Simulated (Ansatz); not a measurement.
```xyz
7

Si    0.2505    0.0000   -0.0824
Cl    0.2619    0.0001    1.9884
F     1.8086    0.0000   -0.5225
Cl   -0.6112    1.6956   -0.8039
Cl   -0.6113   -1.6956   -0.8040
F    -2.7013    0.0000    1.1906
H    -2.0504   -0.0001    1.8671
```

These are results of Ansatz, RKS PBE-D4/def2-SVP, not measurements.

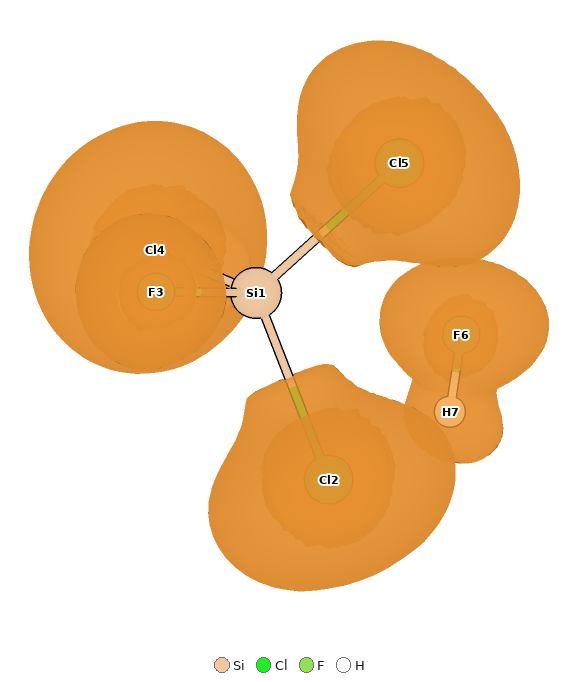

Cl₃FSi···HF. Isosurface of the electron localisation function at 0.75 (orange), seen at an oblique angle. Core shells and regions of very low density are left out.

Where are the electrons localised?

The surface consists of three regions on Cl in which the atom's valence shell and bonds are merged, one region wrapped around F (its lone pairs, merged into a ring or cap) and one joined region spread over several atoms (F, H), in which their bonds and any lone pairs are merged.

Values along the shortest contacts:
Cl2···H7 (2.32 Å): the ELF dips to about 0.10 between them: by its geometry a hydrogen bond between the two molecules, with no shared pair. Si–F (1.62 Å): the ELF peaks at about 0.85 in the valence shell of F, 0.6 Å from its nucleus, and is about 0.40 at the midpoint.
